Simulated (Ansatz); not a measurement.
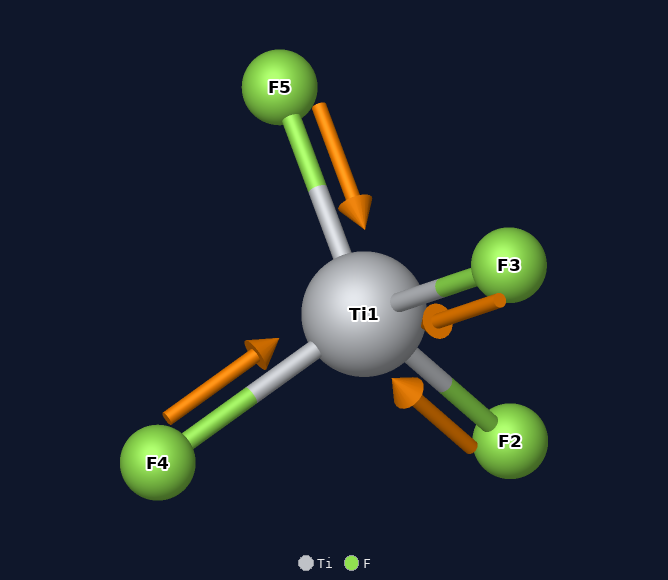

The arrows show one normal mode. Charge 0, singlet. Harmonic vibrations computed with RKS PBE0-D4/def2-TZVP (Ansatz 0.2.0) at a stationary point of the same level.

Describe the motion.

Answer. Mostly in-phase stretching of 4 Ti–F bonds.

At what wavenumber does it lie?

Answer. 729 cm⁻¹; it is mode 6 of 9 counted from the lowest.
